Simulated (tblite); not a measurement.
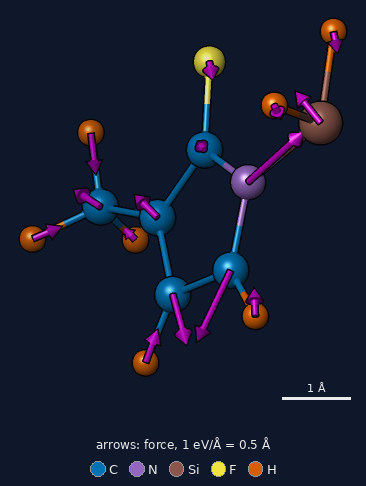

Starting geometry of C$_{5}$H$_{7}$FNSi (multiplicity 2) with the computed forces as purple arrows. A ball-and-stick model, seen from a free direction.

These are results of GFN2-xTB geometry optimisation, gas phase in tblite 0.8.0, not measurements. 

What follows when this structure is relaxed?

Answer. It isn't relaxed: the largest force vector, on the N atom, is 2.80 eV/Å. The final displacements have little in common with the starting forces (cosine between the two patterns 0.14). The atom that moves furthest after the best rigid fit is an H atom (1.11 Å). Largest moves by element: H 1.11 Å, Si 0.25 Å, C 0.14 Å, N 0.11 Å, F 0.11 Å. Near-neighbour distances that change, for instance: H–Si 1.499 → 1.451 Å, C–H 1.132 → 1.087 Å, N–Si 1.796 → 1.751 Å, C–H 1.108 → 1.072 Å. Bond angles that change, for instance: H–Si–H 104.4° → 119.1°, N–C–H 126.8° → 120.1°, C–C–H 124.7° → 130.2°. Groups turn about N–Si by about 50°. After 87 geometry steps the energy has fallen by 0.371 eV.
